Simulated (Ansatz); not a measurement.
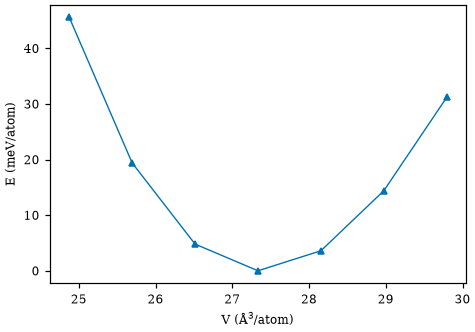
SnPbSe2 in space group R-3m (No. 166; Sn on 3b, Pb on 3a, Se on 6c) under volume change, PBEsol (plane waves, PAW; program Ansatz), shape and atoms relaxed at each volume.

Question: What does a third-order Birch–Murnaghan fit give for V₀, B₀ and B′?

Answer: V₀ = 27.37 Å³/atom, B₀ = 54.2 GPa, B′ = 4.3.

The workflow started from a Materials Project entry (that database holds measured and hypothetical structures alike); the Crystallography Open Database copy checked does not list it. With Sn and Pb taken as one species the cell has the higher symmetry Fm-3m, so it may be an ordered model of a mixed-site phase. Whether it is the stable phase at ambient conditions was not checked. The cell was relaxed with PBEsol under the symmetry of its start; of distortions, only those at the zone centre were tested. Spin–orbit coupling is left out wherever it is not named.

Potentials: the later of the program's two PAW sets.
